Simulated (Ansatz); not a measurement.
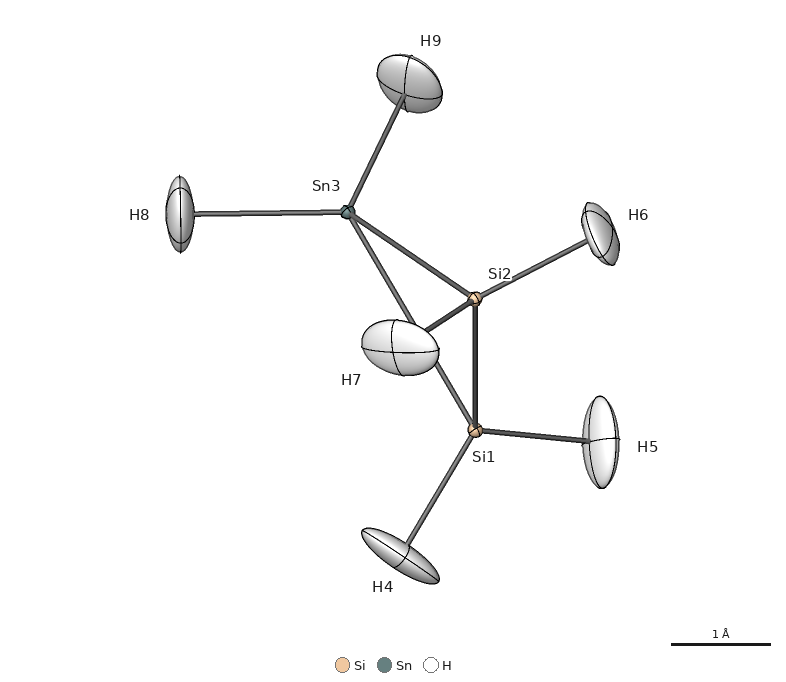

Displacement ellipsoids at the 50 % level, from the internal vibrations of the free molecule (harmonic, no overall translation or rotation; no half-axis is drawn under 0.075 Å). Vibrations computed with RKS PBE0-D4/def2-TZVP, core potentials on Sn (Ansatz 0.2.0). Temperature: 200 K.

> Which atom has the largest mean-square displacement?

H8, H9, with U_eq = 0.0503 Å².

> Does H7 move more along its bond or across it?

Across it: the root-mean-square amplitude is 0.089 Å along the bond and up to 0.303 Å across, since bending and torsion are softer than stretching.

Give the displacement parameters, one line for each set of equivalent atoms.

```csv
atom,U_eq (Å²),rms amplitudes (Å)
"Si1, Si2",0.0011,"0.019, 0.031, 0.043"
Sn3,0.00011,"0.004, 0.009, 0.015"
"H4, H5, H6, H7",0.0454,"0.088, 0.192, 0.303"
"H8, H9",0.0502,"0.093, 0.228, 0.300"
```
